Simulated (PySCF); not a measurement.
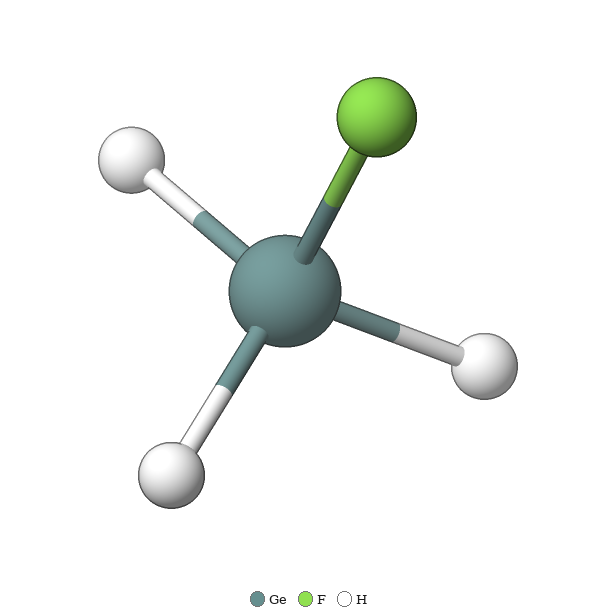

The computed structure is the end point of a PBE0-D4/def2-TZVP optimisation. No frequency run is at hand to confirm it as a minimum. Level of theory: CCSD(T)/CBS estimate, frozen core: MP2 correlation extrapolated from def2-TZVPP and def2-QZVPP, CCSD(T) minus MP2 from the smaller set (PySCF 2.14.0).

Computed properties:

The species is FGeH3.
- T1 diagnostic: 0.012
